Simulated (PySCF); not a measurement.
**C4H14N2OSi2: density, localisation and related maps**

```yaml
atoms:
  - { symbol: C, position_ang: [-4.1491, -0.0046, -0.5465] }
  - { symbol: C, position_ang: [-2.8271, -0.3809, 0.1133] }
  - { symbol: C, position_ang: [-1.7588, 0.6868, -0.0885] }
  - { symbol: Si, position_ang: [-0.1358, 0.2238, 0.7590] }
  - { symbol: N, position_ang: [0.7239, -1.0744, -0.0018] }
  - { symbol: Si, position_ang: [2.0904, -0.1247, -0.4770] }
  - { symbol: O, position_ang: [3.4343, -0.7184, 0.1872] }
  - { symbol: C, position_ang: [4.7416, -0.3066, -0.0578] }
  - { symbol: N, position_ang: [1.2666, 1.1698, 0.3277] }
  - { symbol: H, position_ang: [-4.0121, 0.1399, -1.6161] }
  - { symbol: H, position_ang: [-4.8918, -0.7857, -0.3978] }
  - { symbol: H, position_ang: [-4.5345, 0.9213, -0.1242] }
  - { symbol: H, position_ang: [-2.9865, -0.5334, 1.1829] }
  - { symbol: H, position_ang: [-2.4705, -1.3250, -0.3024] }
  - { symbol: H, position_ang: [-1.6001, 0.8351, -1.1573] }
  - { symbol: H, position_ang: [-2.1269, 1.6327, 0.3098] }
  - { symbol: H, position_ang: [-0.2693, 0.1162, 2.2149] }
  - { symbol: H, position_ang: [0.5924, -2.0663, 0.0134] }
  - { symbol: H, position_ang: [2.2405, 0.0649, -1.9180] }
  - { symbol: H, position_ang: [4.9459, 0.6425, 0.4431] }
  - { symbol: H, position_ang: [5.4175, -1.0701, 0.3296] }
  - { symbol: H, position_ang: [4.9181, -0.1794, -1.1286] }
  - { symbol: H, position_ang: [1.3865, 2.1636, 0.2799] }
```

Geometry: GFN2-xTB.

Theory: PBE0/pcSseg-1, SCF density, gas phase, non-relativistic in PySCF 2.14.0.

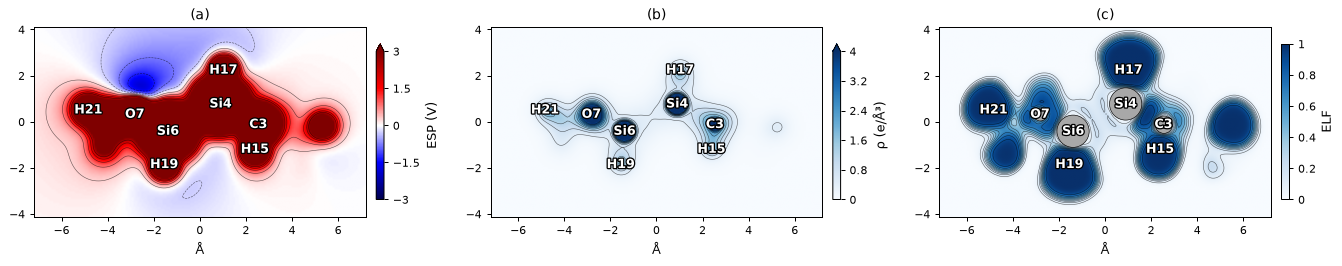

Figure 1. (a) molecular electrostatic potential; (b) total electron density; (c) electron localisation function on the plane of atoms C3, Si4 and H17. Grey discs cover the atomic cores in the ELF map.

**Describe what can be read from this map.**

- The plane passes through C, Si, O and H nuclei.
- Si–O (1.61 Å): ρ at the midpoint is about 1.2 e/Å³; the ELF peaks at about 0.85 between the atoms: a polar covalent bond.
- C–Si (1.89 Å): the density is about 0.96 e/Å³ at the midpoint; the ELF peaks at about 0.95 between the atoms, as expected for localised, covalent bonding.
- C–H (1.09 Å): ρ at the midpoint is about 2 e/Å³; the ELF climbs to about 1 towards the hydrogen, as it does in any bond to H; an ordinary covalent bond to hydrogen.
- The ELF also peaks beside O7, away from the bonds: lone-pair regions.
- Outside the dense part of the molecule the potential is most negative (−1.8 V) near O7.

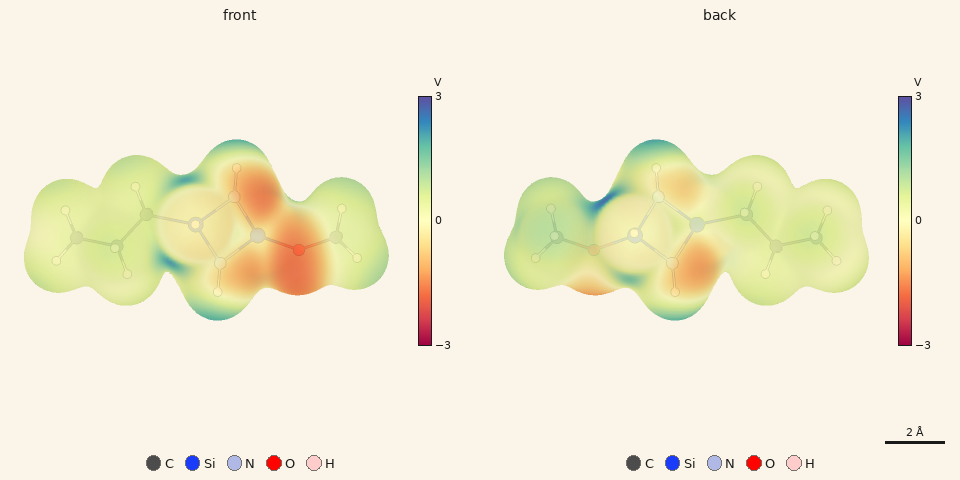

Figure 2. The electrostatic potential painted on the density surface at 0.004 e/bohr³, seen from the front and from behind; the colour scale runs from red (negative) to blue (positive).

**Which sites attract a positive test charge, and which a negative one?**

A positive charge is drawn to the negative regions and a negative charge to the positive ones. The most negative region (about −1.7 V) lies over O7, the most positive (about +2.3 V) over Si6. O7 is the likeliest acceptor of a hydrogen bond.
